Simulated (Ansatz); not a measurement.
System: Ti8CuNi7.

```
Ti Cu Ni
1.0
    -1.41913    0.00000    9.21328
     0.00000    8.01224    0.00000
    -5.09188    0.00000   -4.53030
Ti Cu Ni
16 2 14
Cartesian
  -2.4351 2.0164 4.4605
  -1.7256 6.0225 -0.1462
  -2.4351 5.9959 4.4605
  -1.7256 1.9898 -0.1462
  -5.3020 1.9156 4.5174
  -4.5924 5.9218 -0.0893
  -5.3020 6.0966 4.5174
  -4.5924 2.0905 -0.0893
  -2.2820 4.0061 7.0404
  -1.5724 0.0000 2.4337
  -2.2554 0.0000 7.1004
  -1.5458 4.0061 2.4937
  -4.4234 0.0000 2.5154
  -3.7138 4.0061 -2.0912
  -4.4567 4.0061 2.5450
  -3.7471 0.0000 -2.0617
  -0.8320 0.0000 4.9543
  -0.1225 4.0061 0.3477
  -0.9624 4.0061 4.9886
  -0.2528 0.0000 0.3819
  -3.7941 0.0000 5.0214
  -3.0845 4.0061 0.4148
  -3.8314 4.0061 5.0114
  -3.1218 0.0000 0.4048
  -3.7678 6.0213 6.5837
  -3.0583 2.0152 1.9770
  -3.7678 1.9910 6.5837
  -3.0583 5.9971 1.9770
  -5.9587 1.9912 2.0085
  -5.2492 5.9973 -2.5981
  -5.9587 6.0210 2.0085
  -5.2492 2.0149 -2.5981
```

Space group Cm; a generated structure, not necessarily the stable one; computed without spin polarisation.

Computed with DFT PBEsol, scalar-relativistic, plane waves, PAW in Ansatz 0.2.0.

> Predict the valence pseudo-density and electron localisation function between the atoms.

Ti–Cu (2.53 Å): the density is about 0.3 e/Å³ at the midpoint; the ELF is about 0.25 at the midpoint (no shared electron pair shows on this line).
Ti–Ni (2.50 Å): ρ at the midpoint is about 0.33 e/Å³; the ELF is about 0.25 at the midpoint; no shared electron pair shows on this line.
Ti–Ni (2.53 Å): ρ is about 0.32 e/Å³ halfway; the ELF is about 0.25 at the midpoint: no shared electron pair shows on this line.

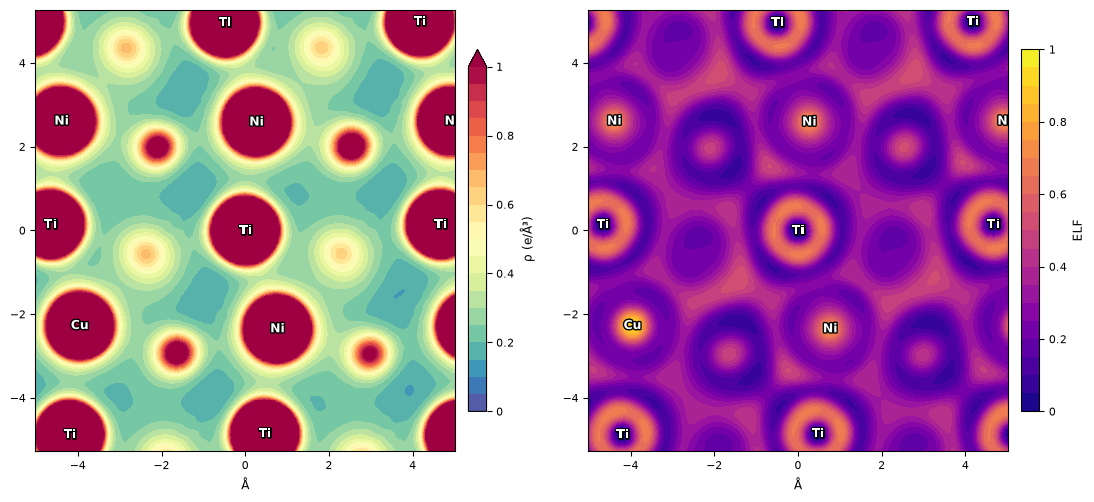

Computed valence pseudo-density and electron localisation function on the (011) plane of the conventional cell, in this order. Atoms just off the plane (Ti, 0.8 Å away and Ni, 0.9 Å away) can leave unmarked features too.

The density is the valence pseudo-density of a PAW calculation; it isn't the true density close to the nuclei.
